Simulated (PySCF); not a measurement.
# C₃H₇FO₂Si (SMILES CCOC(=O)[SiH2]F): what the fields show

```xyz
14

C    -2.2191    0.4241    0.0284
C    -1.2701   -0.6978    0.4166
O     0.0643   -0.3740    0.0045
C     1.0286   -0.2977    0.9220
O     0.8733   -0.5343    2.0946
Si    2.6583    0.2565    0.0715
F     2.4514    1.8156   -0.2715
H    -3.2357    0.1491    0.2961
H    -2.1694    0.6026   -1.0428
H    -1.9522    1.3416    0.5473
H    -1.2659   -0.8589    1.4994
H    -1.5404   -1.6291   -0.0900
H     2.8034   -0.3974   -1.2169
H     3.7726    0.1995    0.9986
```

Geometry: GFN2-xTB.

These are results of PBE0/pcSseg-1, SCF density, gas phase, non-relativistic (PySCF), not measurements.

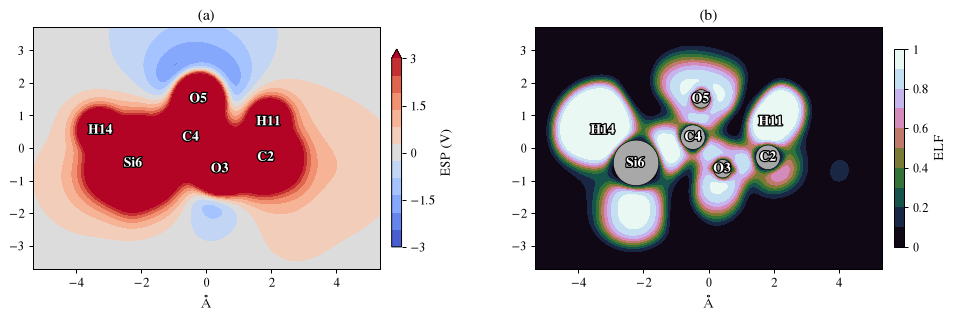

Figure 1. (a) electrostatic potential; (b) electron localisation function on the plane of atoms C2, O3 and C4. Grey discs cover the atomic cores in the ELF map.

> Describe what can be read from this map.

Atoms in the plane: C, O, Si and H.
C–O (1.21 Å): the ELF peaks at about 0.85 between the atoms (a short, multiple covalent bond).
C–Si (1.92 Å): the ELF peaks at about 1 between the atoms: a covalent bond.
C–H (1.09 Å): the ELF climbs to about 1 towards the hydrogen, as it does in any bond to H (an ordinary covalent bond to hydrogen).
C–O (1.33 Å): the ELF peaks at about 0.85 between the atoms; a polar covalent bond.
Si–H (1.45 Å): the ELF climbs to about 1 towards the hydrogen.
The ELF also peaks beside O3 and O5, away from the bonds: lone-pair regions.
Outside the dense part of the molecule the potential is most negative (−1.9 V) near O5.

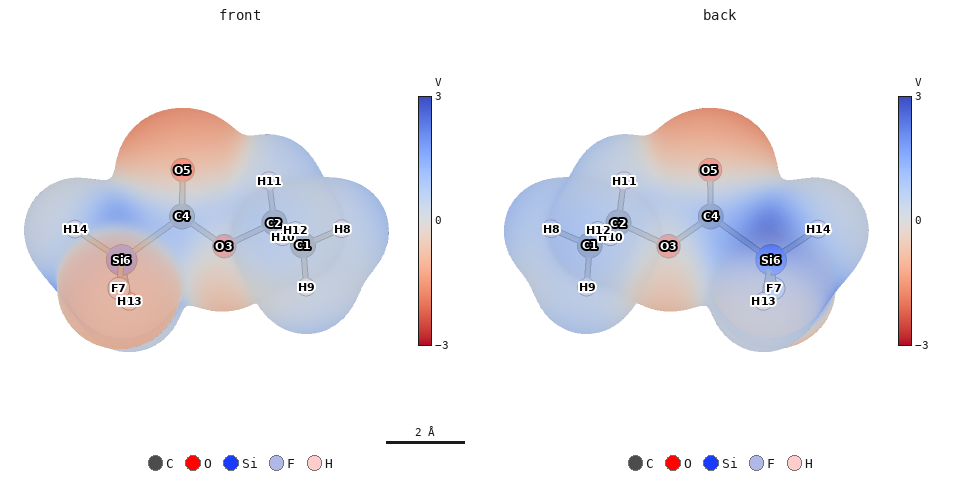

Figure 2. The molecular electrostatic potential painted on the density surface at 0.002 e/bohr³, seen from the front and from behind; the colour scale runs from red (negative) to blue (positive).

> Describe the electrostatic potential map.

The most negative region (about −1.6 V) lies over O5, the most positive (about +2.2 V) over Si6. O5 is the likeliest acceptor of a hydrogen bond.
